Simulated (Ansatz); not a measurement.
# Fields on a plane of BePd (CsCl type)

```
CELL_PARAMETERS angstrom
      2.77263     0.00000     0.00000
      0.00000     2.77263     0.00000
      0.00000     0.00000     2.77263
ATOMIC_POSITIONS crystal
  Be 0.00000 0.00000 0.00000
  Pd 0.50000 0.50000 0.50000
```

The slice is a {210} plane (indices of the conventional cell) through the point (0.500, 0.500, 0.500) (fractional), spanned by u = [100] and v = [021] in vectors of this cell: u (2.77 Å) and v (6.20 Å, at 90° to u). It covers one period; positions are fractions (u, v).

Atoms on it: Pd at (0.00, 0.00). Other atoms lie within 1 Å of the plane.

Level of theory: LDA (plane waves to 420 eV, PAW, scalar-relativistic; Ansatz, a first-principles code). k mesh 17×17×17. Near the nuclei the fields are pseudised (PAW); where an atom keeps semicore shells as valence, they peak there. BePd is run without spin polarisation. BePd was relaxed with its symmetry unable to fall.

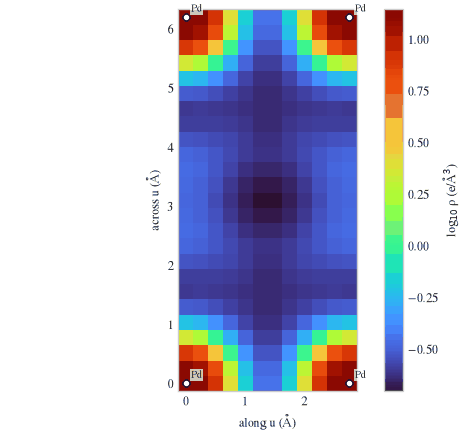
*Log₁₀ of the valence density in e/Å³, one period of the plane, atoms marked. The scale is logarithmic, as a density can span decades between atoms and voids.*

```
|xxxxxxxx00777700xxxxxx|
|xxxxxxxx44888844xxxxxx|
|xxxxxx116688886611xxxx|
|0011445566666666554411|
|77777766xxxxxxxx667777|
|999977xxxxxxxxxxxx7799|
|888866xxxxxxxxxxxx6688|
|777766xxxxxxxxxxxx6677|
|777766xxxxxxxxxxxx6677|
|6677777766xxxx66777777|
|7777888888888888888877|
|7777889999999999998877|
|7777888888888888888877|
|6677777766xxxx66777777|
|777766xxxxxxxxxxxx6677|
|777766xxxxxxxxxxxx6677|
|888866xxxxxxxxxxxx6688|
|999977xxxxxxxxxxxx7799|
|77777766xxxxxxxx667777|
|0011445566666666554411|
|xxxxxx116688886611xxxx|
|xxxxxxxx44888844xxxxxx|
|xxxxxxxx00777700xxxxxx|
|xxxxxxxx00666600xxxxxx|
```
Scale: ten equal steps from 3.00 (start of '0') to 11.03 (end of '9'), in the order '0123456789'. Values: electrostatic potential energy of an electron, from the cell's mean, in eV. The map has 11 points along u (two characters each, u = 0 at the left) and 24 along v (v = 0 in the bottom row). Points within 1 Å of a nucleus are blanked (x), as the pseudised field means little there. Values under 3 eV are set to 3. The zero, the cell's mean, hangs on the PAW cores.
